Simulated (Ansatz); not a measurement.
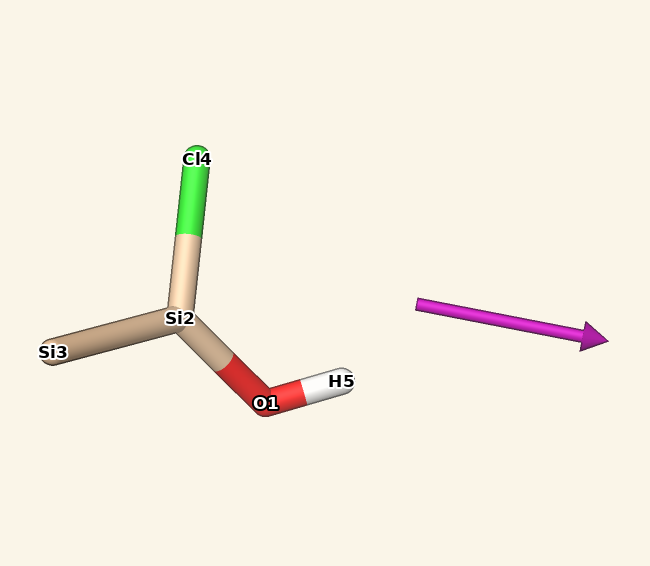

The arrow beside the molecule shows the direction of the dipole moment, from the negative to the positive end (its length means nothing). The computed structure is the end point of a PBE-D4/def2-SVP optimisation. No frequency run is at hand to confirm it as a minimum. Properties computed with RKS PBE-D4/def2-SVP (Ansatz 0.2.0).

How large is the dipole moment?

1.70 D; it points from the side of Si3 to the side of H5 (the outermost atoms at the two ends).
